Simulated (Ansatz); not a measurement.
# GaNH3 (SMILES [NH2][GaH]) at UPBE/def2-TZVP

What is the vertical doublet–quartet gap of GaNH3 at UPBE/def2-TZVP? 

The calculation is run with Ansatz 0.2.0.

55 further runs of the same task are left out: 55 set aside as unsound or not needed.

## 1. The structure to begin with

GaNH3: 5 atoms, total charge 0, spin state doublet. SMILES: `[NH2][GaH]`. Geometry: relaxed at PBE0-D4/def2-TZVP. This is one conformer, not always the lowest.

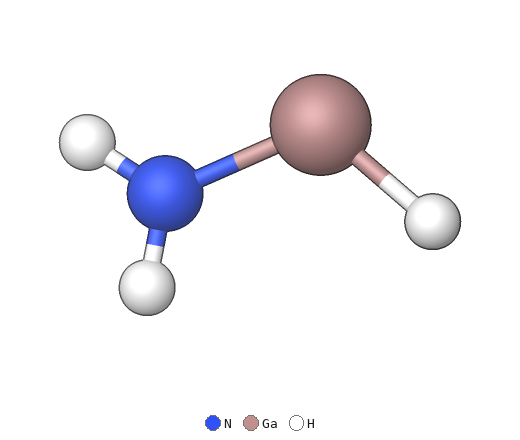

The structure, seen from a chosen angle (nitrogen blue, gallium pink, hydrogen white).

## 2. A single-point energy at UPBE/def2-TZVP

File job.yaml:

```yaml
basis:
  gaussian:
    orbitals: def2-TZVP
crystal:
  periodic: [false, false, false]
  atoms:
    - {symbol: "N", position_ang: [-0.211900, -0.684000, 0.064700]}
    - {symbol: Ga, position_ang: [0.815500, 0.782900, 0.417000]}
    - {symbol: H, position_ang: [-0.946800, -0.701300, -0.625100]}
    - {symbol: H, position_ang: [-0.115200, -1.569300, 0.532000]}
    - {symbol: H, position_ang: [0.508200, 2.097900, -0.430100]}
magnetization:
  spin_polarized: true
  initial_magnetization: 1
output:
  orbitals: {seedname: orbitals}
accuracy: high
hamiltonian:
  xc: pbe
```

On the command line:

```bash
$ ansatz run job.yaml --threads 1 --pin off --max-ram 3480MiB --events-out events.jsonl --progress --plain --runs-dir runs
```

The log of the run:

```text
Warning: RAYON_NUM_THREADS=1 ignored (pool sized by the plan → 1); use --threads N
Functional definition: PBE
  name "PBE"
  parameter kappa = 0.804
  parameter beta = 0.06672455060314922
  exchange = pbe_x(kappa = kappa, mu = beta*pi^2/3)
  correlation = pbe_c(beta = beta)
1600 factors; integrals over basis functions are off by at most 4.6e-9 eV
mean field evaluation 1: about -53894.8174 eV, gradient 5.8e1 eV
mean field evaluation 2: about -53817.4549 eV, gradient 1.1e2 eV
mean field evaluation 4: about -53906.3870 eV, gradient 1.1e1 eV
mean field evaluation 8: about -53906.9005 eV, gradient 3.0e-1 eV
mean field evaluation 16: about -53906.9012 eV, gradient 3.9e-5 eV
mean field -53906.90116971 eV, -1981.0420785767 hartree, gradient 8.4e-8 eV, S^2 0.752766; 0 other end points of the search recorded, 0 dependent functions left out
reference -53906.90117299 eV, -1981.0420786976 hartree; 21, 20 occupied and 76, 77 virtual orbitals, 1600 factors
Total energy: -53906.90117299 eV, -1981.0420786976 hartree
```

It took 7.8 s on 1 thread of Arm Neoverse V1, shared host; peak memory 0.24 GiB.

## 3. The quartet, same level

File in.yaml:

```yaml
crystal:
  periodic: [false, false, false]
  atoms:
    - {symbol: N, position_ang: [-0.211900, -0.684000, 0.064700]}
    - {symbol: Ga, position_ang: [0.815500, 0.782900, 0.417000]}
    - {symbol: H, position_ang: [-0.946800, -0.701300, -0.625100]}
    - {symbol: H, position_ang: [-0.115200, -1.569300, 0.532000]}
    - {symbol: H, position_ang: [0.508200, 2.097900, -0.430100]}
basis:
  gaussian: {orbitals: def2-TZVP}
magnetization: {spin_polarized: true, initial_magnetization: 3}
hamiltonian: {xc: {name: PBE}}
accuracy: high
output: {orbitals: {seedname: orbitals}}
```

On the command line:

```bash
$ ansatz run in.yaml --threads 1 --pin off --max-ram 3480MiB --events-out events.jsonl --progress --plain --runs-dir runs
```

The log of the run (excerpt; [...] marks lines left out):

```text
Warning: RAYON_NUM_THREADS=1 ignored (pool sized by the plan → 1); use --threads N
[... 6 set-up lines as earlier in the session ...]
1600 factors; integrals over basis functions are off by at most 4.6e-9 eV
mean field evaluation 1: about -53888.9245 eV, gradient 5.8e1 eV
mean field evaluation 2: about -53801.9410 eV, gradient 1.2e2 eV
mean field evaluation 4: about -53897.2104 eV, gradient 2.7e1 eV
mean field evaluation 8: about -53897.0174 eV, gradient 2.4e1 eV
mean field evaluation 16: about -53902.0871 eV, gradient 9.1e-1 eV
mean field evaluation 32: about -53901.9433 eV, gradient 3.0e0 eV
mean field -53902.09295515 eV, -1980.8653799510 hartree, gradient 2.3e-8 eV, S^2 3.753943; 8 other end points of the search recorded, 0 dependent functions left out
reference -53902.09295852 eV, -1980.8653800746 hartree; 22, 19 occupied and 75, 78 virtual orbitals, 1600 factors
Total energy: -53902.09295852 eV, -1980.8653800746 hartree
```

It took 19 s on 1 thread of Arm Neoverse V1, shared host; peak memory 0.26 GiB.

## 4. Summary of results

Level: UPBE/def2-TZVP.

| quantity | value |
| --- | --- |
| doublet: total energy | -1981.04208 Eh |
| doublet: HOMO energy (highest over α and β) | -4.57 eV |
| doublet: LUMO energy (lowest over α and β) | -3.22 eV |
| doublet: ⟨S²⟩ | 0.753 |
| quartet: total energy | -1980.86538 Eh |
| quartet: HOMO energy (highest over α and β) | -2.16 eV |
| quartet: ⟨S²⟩ | 3.754 |
| vertical energy of the quartet above the doublet | 4.808 eV |

**Reading.** At this shape the quartet lies 4.81 eV (111 kcal/mol) above the doublet.
